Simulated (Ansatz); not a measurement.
**Cl2H4OSi: density, localisation and related maps**

Input file:

```
crystal:
  periodic: [false, false, false]
  atoms:
    - {symbol: Si, position_ang: [0.115801, 0.133609, -0.689465]}
    - {symbol: Cl, position_ang: [0.062472, -2.069210, -0.794371]}
    - {symbol: H, position_ang: [1.469010, 0.248303, -1.245733]}
    - {symbol: H, position_ang: [-1.134093, 0.273700, -1.450316]}
    - {symbol: Cl, position_ang: [0.039291, 2.216705, 0.032656]}
    - {symbol: H, position_ang: [-0.290123, -1.107503, 1.349688]}
    - {symbol: O, position_ang: [0.036742, -0.218507, 1.133468]}
    - {symbol: H, position_ang: [-0.299002, 0.522802, 1.664174]}
basis:
  gaussian: {orbitals: def2-TZVPP}
hamiltonian: {xc: pbe0, dispersion: d4}
output: {orbitals: {seedname: orbitals}}
```

Launched as:

```sh
ansatz run in.yaml --threads 4 --pin off --events-out ev --progress --plain --max-ram 9574MiB
```

The reactant side of a reaction path; geometry: PBE0-D4/def2-TZVP.

Theory: Ansatz, RKS PBE0-D4/def2-TZVPP.

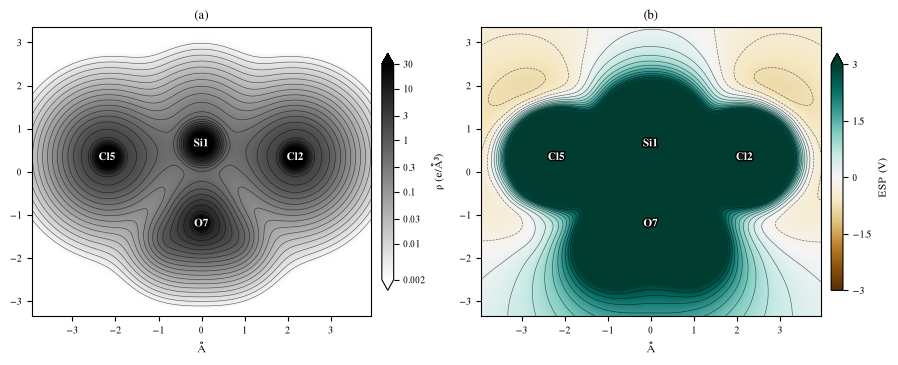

Figure 1. (a) total electron density; (b) molecular electrostatic potential on the plane of atoms Cl5, Si1 and O7.

> Read the bonding off the picture.

- The section cuts through Si, Cl and O sites.
- Si–O (1.86 Å): the density is about 0.72 e/Å³ at the midpoint.
- Si–Cl (2.21 Å): the density is about 0.7 e/Å³ at the midpoint, with its minimum of 0.52 e/Å³ about 0.8 Å from Si.
- Outside the dense part of the molecule the potential is most negative (−0.8 V) near Cl2 and Cl5.

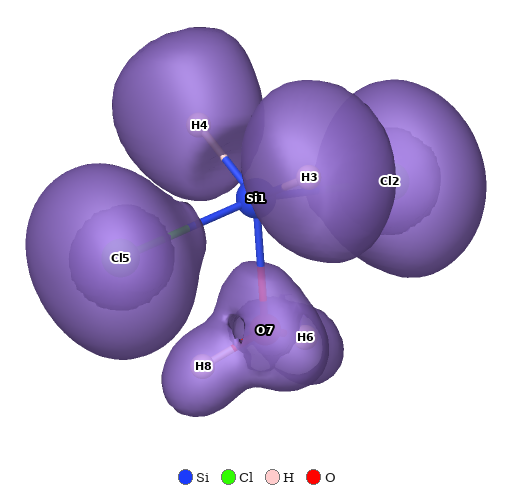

Figure 2. Isosurface of the electron localisation function at 0.75 (purple), seen at a tilt. Only the valence region is drawn (cores and ρ < 0.01 e/Å³ removed).

> What do the ELF domains correspond to?

The ELF exceeds this value in two regions around hydrogen nuclei, two regions on Cl in which the atom's valence shell and bonds are merged and one joined region spread over several atoms (H, O), in which their bonds and any lone pairs are merged. Along the contacts the grid gives the following. Si–O (1.86 Å): the ELF peaks at about 0.90 between the atoms: a polar covalent bond. Si–Cl (2.21 Å): the ELF peaks at about 0.85 between the atoms; a shared but strongly polarised pair.

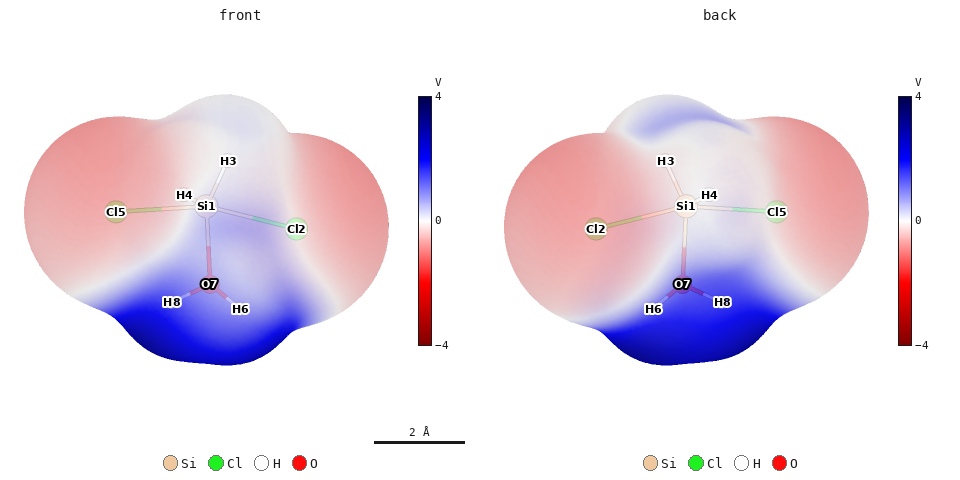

Figure 3. The molecular electrostatic potential painted on the density surface at 0.001 e/bohr³, seen from the front and from behind; the colour scale runs from red (negative) to blue (positive).

> Which sites attract a positive test charge, and which a negative one?

A positive charge is drawn to the negative regions and a negative charge to the positive ones. The most negative region (about −0.8 V, or −18 kcal/mol for a unit charge) lies over Cl2 and Cl5, the most positive (about +3.1 V, or +71 kcal/mol for a unit charge) over H6 and H8.
